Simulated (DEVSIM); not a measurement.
System: illuminated In0.53Ga0.47As p-on-n cell, one wavelength, at 300 K.

```
layer (left to right)        material  thickness (μm)  Nd (cm⁻³)  Na (cm⁻³)   τn (s)   τp (s)  absorption coefficient (cm⁻¹)
---------------------  --------------  --------------  ---------  ---------  -------  -------  -----------------------------
1                      In0.53Ga0.47As           0.570          -     5.1e17  8.8e-11  2.2e-10                          82000
2                      In0.53Ga0.47As            2.00     3.5e15          -   4.2e-9   4.2e-9                          82000
```

Left contact: ohmic, minority electron recombination velocity 30 cm/s. Right contact: ohmic, minority hole recombination velocity 1000 cm/s. Voltage is applied to the left contact. Recombination: SRH at mid-gap, radiative, Auger. Light enters at the left, 4.6e16 photons cm⁻² s⁻¹, one pass, no reflection. Mobility is μmin + (μ − μmin)/(1 + (N/Nref)^α).

The device is made up for the run: typed textbook-type constants, with dimensions and the other settings drawn at random. Values at 300 K.

| parameter | In0.53Ga0.47As |
|---|---|
| gap (eV) | 0.74 |
| affinity (eV) | 4.51 |
| permittivity | 13.9 |
| Nc (cm⁻³) | 2.1e17 |
| Nv (cm⁻³) | 7.7e18 |
| μn (cm²/Vs) | 12000 |
| μp (cm²/Vs) | 300 |
| μn,min | 300 |
| μp,min | 10 |
| Nref,n | 1.3e17 |
| Nref,p | 4.9e17 |
| αn | 0.48 |
| αp | 0.4 |
| B (cm³/s) | 9.6e-11 |
| Cn (cm⁶/s) | 5e-29 |
| Cp (cm⁶/s) | 5e-29 |

Simulated with DEVSIM: 1D drift-diffusion, Boltzmann statistics, complete ionisation; no tunnelling, impact ionisation, image-force lowering or self-heating.

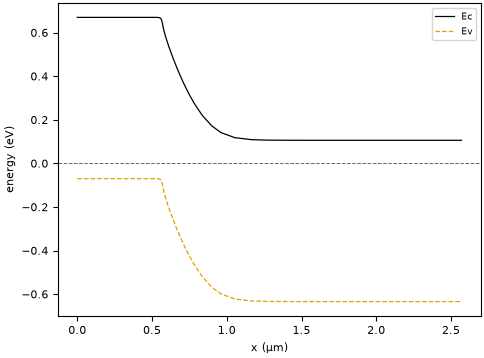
Band edges at zero bias, in the dark

Energies count from the Fermi level of the right contact; mesh points crowd at the junctions.

| x (μm) | Ec (eV) | Ev (eV) | n (cm⁻³) | p (cm⁻³) | field (V/cm) |
|---|---|---|---|---|---|
| 0.000 | 0.670 | -0.070 | 1200000 | 5.1e17 | ≈ 0 |
| 0.01804 | 0.670 | -0.070 | 1200000 | 5.1e17 | ≈ 0 |
| 0.04847 | 0.670 | -0.070 | 1200000 | 5.1e17 | ≈ 0 |
| 0.09975 | 0.670 | -0.070 | 1200000 | 5.1e17 | ≈ 0 |
| 0.2298 | 0.670 | -0.070 | 1200000 | 5.1e17 | ≈ 0 |
| 0.3653 | 0.670 | -0.070 | 1200000 | 5.1e17 | ≈ 0 |
| 0.4593 | 0.670 | -0.070 | 1200000 | 5.1e17 | ≈ 0 |
| 0.5263 | 0.670 | -0.070 | 1200000 | 5.1e17 | -55 |
| 0.5548 | 0.667 | -0.073 | 1300000 | 4.5e17 | -4900 |
| 0.5710 | 0.636 | -0.104 | 4300000 | 1.4e17 | -37000 |
| 0.5901 | 0.583 | -0.157 | 3.4e7 | 1.8e16 | -23000 |
| 0.6407 | 0.483 | -0.257 | 1.6e9 | 3.7e14 | -18000 |
| 0.7118 | 0.367 | -0.373 | 1.4e11 | 4.2e12 | -15000 |
| 0.8361 | 0.220 | -0.520 | 4.2e13 | 1.4e10 | -9000 |
| 1.165 | 0.109 | -0.631 | 3.1e15 | 1.9e8 | -390 |
| 1.610 | 0.106 | -0.634 | 3.5e15 | 1.7e8 | ≈ 0 |
| 2.031 | 0.106 | -0.634 | 3.5e15 | 1.7e8 | ≈ 0 |
| 2.272 | 0.106 | -0.634 | 3.5e15 | 1.7e8 | ≈ 0 |
| 2.437 | 0.106 | -0.634 | 3.5e15 | 1.7e8 | ≈ 0 |
| 2.504 | 0.106 | -0.634 | 3.5e15 | 1.7e8 | ≈ 0 |
| 2.543 | 0.106 | -0.634 | 3.5e15 | 1.7e8 | ≈ 0 |
| 2.570 | 0.106 | -0.634 | 3.5e15 | 1.7e8 | ≈ 0 |
